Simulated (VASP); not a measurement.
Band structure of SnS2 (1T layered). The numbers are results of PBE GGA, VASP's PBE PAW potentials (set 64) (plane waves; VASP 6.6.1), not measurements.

Without a dispersion term in the relaxation, distances and binding between the weakly bound layers, chains or molecules are unreliable, and so is what depends on them. Unless said otherwise, spin-orbit coupling is left out, though it shifts the bands of the heavy elements here.

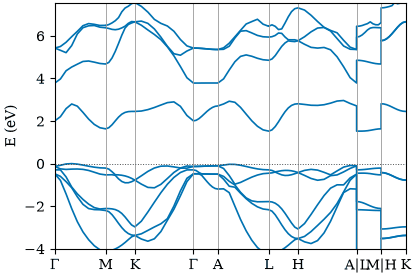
Figure: Bands along high-symmetry lines, zero at the valence-band maximum or, without a gap, the Fermi level

Problem. Read the plot: is there a gap, and where are the band edges?

Solution. The gap is indirect, 1.53 eV, from the valence maximum at Γ-M at 0.33 to the conduction minimum at L-M at 0.11. (Edges off the drawn lines would not show.)

Measured: gap 2.18 eV (computed value off by -0.65 eV), as given by Joseph M. Gonzalez et al., Physical Review B (2016), arXiv:1609.04381.

The compound is SnS2 in the 1T layered structure. It was relaxed first, which changed the volume by +16 %.
